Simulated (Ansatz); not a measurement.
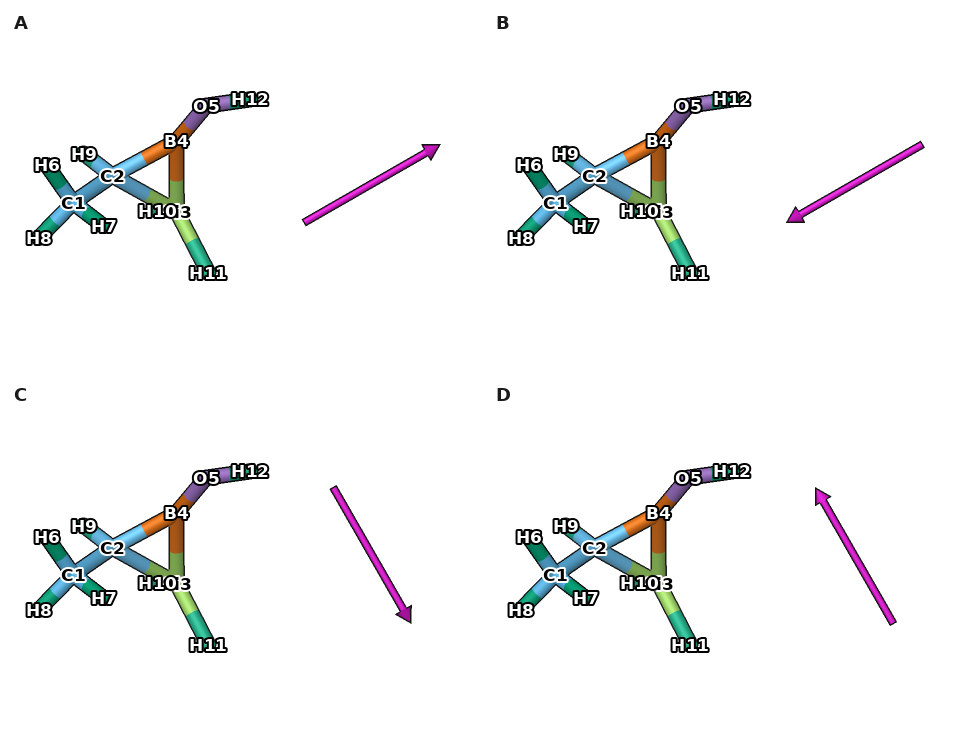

The same molecule four times, each with an arrow. The computed structure is the end point of a PBE0-D4/def2-TZVP optimisation. No frequency run is at hand to confirm it as a minimum. Level of theory: RKS r2SCAN-D4/def2-TZVPP (Ansatz 0.2.0).

**Which arrow points along the dipole moment, from the negative to the positive end?**

A. The dipole moment is 0.73 D; it points from the side of H8 to the side of H12 (the outermost atoms at the two ends).
